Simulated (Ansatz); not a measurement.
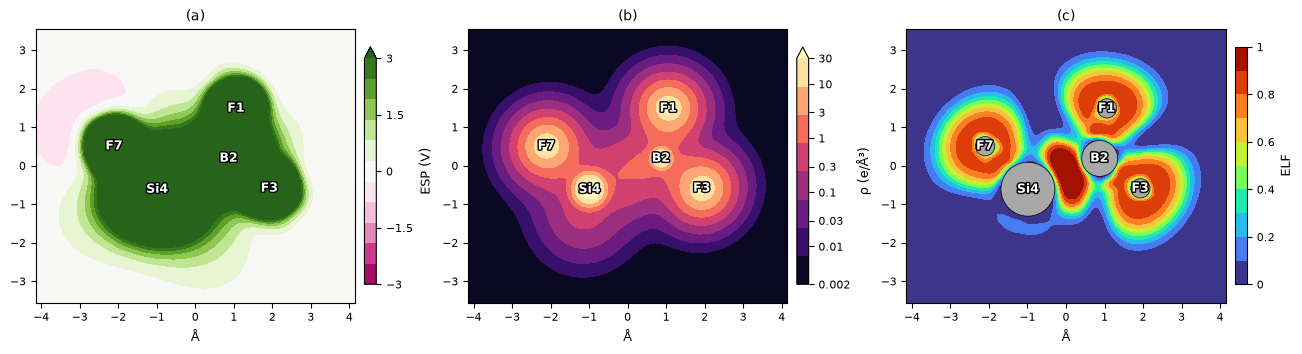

BF$_{5}$Si. (a) molecular electrostatic potential; (b) electron density; (c) ELF on the plane of atoms B2, Si4 and F7. Grey discs cover the atomic cores in the ELF map.

Geometry: PBE0-D4/def2-TZVP.

Computed with Ansatz 0.2.0, RKS PBE0-D4/def2-TZVPP.

```xyz
7

F     1.4693   -1.4610    0.7761
B     0.2422   -1.0676    0.5283
F    -0.7421   -1.8623    0.8801
Si   -0.1418    0.7094   -0.3696
F    -0.9238    0.4947   -1.7220
F    -1.0270    1.6256    0.5597
F     1.1845    1.4932   -0.6982
```

Q: Read the bonding off the picture.

A:
- Atoms in the plane: F, B and Si.
- B–F (1.31 Å): ρ is about 2.3 e/Å³ halfway; the ELF peaks at about 0.85 between the atoms: a shared but strongly polarised pair.
- Si–F (1.58 Å): ρ is about 1.2 e/Å³ halfway; the ELF peaks at about 0.85 in the valence shell of F, 0.6 Å from its nucleus, and is about 0.45 at the midpoint.
- Si–B (2.03 Å): ρ at the midpoint is about 0.86 e/Å³; the ELF peaks at about 1 between the atoms; a shared electron pair.
- The ELF also peaks beside F3, F7 and F1, away from the bonds: lone-pair regions.
- Outside the dense part of the molecule the potential is most negative (−0.5 V) near F7.
